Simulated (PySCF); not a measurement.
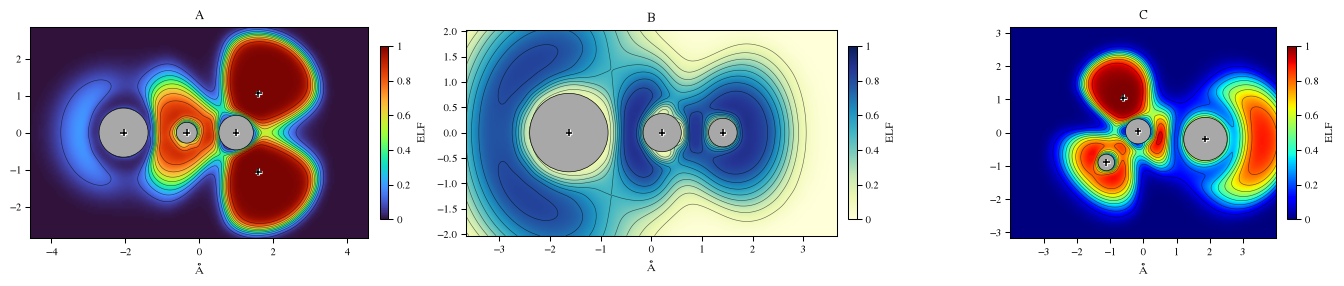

The ELF of 3 systems, each on a plane through atoms (crosses mark nuclei in the plane; grey discs cover the cores).

Method: Gaussian-basis quantum chemistry of an isolated molecule with PySCF, energy and nuclear gradient, functional PBE0 (PySCF 2.14.0).

System 1: AlBH₄O (SMILES B[O][AlH2]), the plane of atoms O3, B2 and H4. Geometry: PBE0-D4/def2-SVP.

```xyz
7

Al    1.4528   -0.4470   -0.9858
B    -0.8400    0.7554    0.6118
O     0.1657    0.2243   -0.0877
H    -1.8510    0.1053    0.7995
H     1.4315   -0.2132   -2.5468
H     2.5499   -1.2421   -0.1760
H    -0.7345    1.8839    1.0541
```

System 2: CGeO (SMILES [O-][C]#[Ge]) (charge −1, doublet), a plane that holds the molecular axis. Geometry: PBE0-D3(BJ)/def2-SVPD; the highest occupied orbital lies above zero, a sign that basis and functional describe the outermost electron poorly.

```xyz
3

C    -4.0143   -0.6954   -1.7538
Ge   -4.0402   -2.5354   -1.7228
O    -3.9975    0.4999   -1.7740
```

System 3: CHFSn (SMILES F[CH]=[Sn]), the molecular plane. Geometry: PBE0-D4/def2-SVP; core potentials replace the inner electrons of Sn.

| atom | x (Å) | y (Å) | z (Å) |
| --- | --- | --- | --- |
| C | -2.6443 | -1.3237 | 0.2376 |
| F | -3.3931 | -2.1216 | 1.0065 |
| Sn | -2.3281 | 0.6857 | 0.3951 |
| H | -2.1583 | -1.8994 | -0.5730 |

Match each panel to its system.

Panel A is system 1, AlBH₄O: the plane holds Al, B, O and H. B–O (1.34 Å): the ELF peaks at about 0.90 between the atoms (a polar covalent bond). Panel B is system 2, CGeO: the plane holds C, Ge and O. C–O (1.20 Å): the ELF peaks at about 0.85 between the atoms; a short, multiple covalent bond. Panel C is system 3, CHFSn: the plane holds C, F, Sn and H. C–F (1.34 Å): the ELF peaks at about 0.85 between the atoms: a shared but strongly polarised pair.
